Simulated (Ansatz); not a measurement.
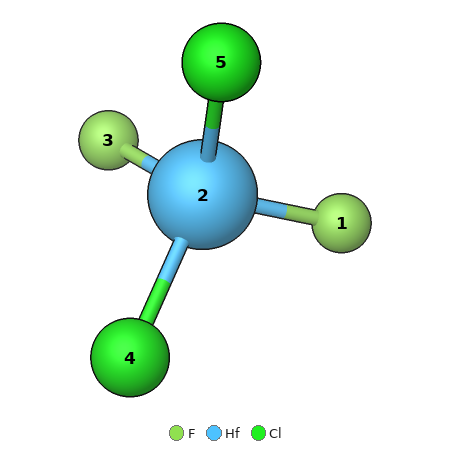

Numbered structure. The species is neutral and a spin singlet. The computed structure is the end point of a PBE0-D4/def2-TZVP optimisation.

List the bonds and their lengths.

```tsv
bond	length (Å)
F1–Hf2	1.886
Hf2–F3	1.886
Hf2–Cl4	2.331
Hf2–Cl5	2.331
```
